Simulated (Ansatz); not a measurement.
Be$_{3}$O$_{3}$ (charge +1, doublet)

```yaml
atoms:
  - { symbol: Be, position_ang: [-0.2963, -0.6205, -1.1749] }
  - { symbol: Be, position_ang: [-0.8066, 1.2924, 0.5711] }
  - { symbol: Be, position_ang: [1.0486, -0.5841, 0.6423] }
  - { symbol: O, position_ang: [0.3359, 0.6339, 1.2450] }
  - { symbol: O, position_ang: [0.8228, -1.3168, -0.5826] }
  - { symbol: O, position_ang: [-1.1044, 0.5951, -0.7010] }
```

Geometry: PBE0-D4/def2-SVP.

These are results of UKS PBE0-D4/def2-TZVP in Ansatz 0.2.0, not measurements.

What can the converged electron density, electron localisation function and spin density tell about the bonding?

Be–O (1.44 Å): ρ at the midpoint is about 1.5 e/Å³; the ELF peaks at about 0.85 in the valence shell of O, 0.6 Å from its nucleus, and is about 0.80 at the midpoint.
Be–O (1.53 Å): the density is about 1.2 e/Å³ at the midpoint; the ELF peaks at about 0.90 in the valence shell of O, 0.6 Å from its nucleus, and is about 0.80 at the midpoint.
The unpaired spin (1 electron) lies mostly on O4 (about 0.5) and O6 (about 0.5), in electrons by Hirshfeld's partition.

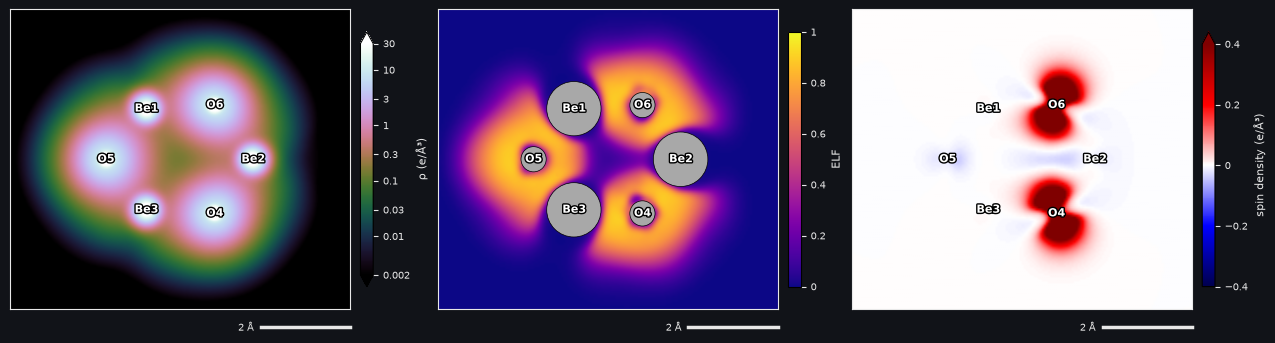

Computed electron density, electron localisation function and spin density on the molecular plane, in this order. Grey discs cover the atomic cores in the ELF map. 
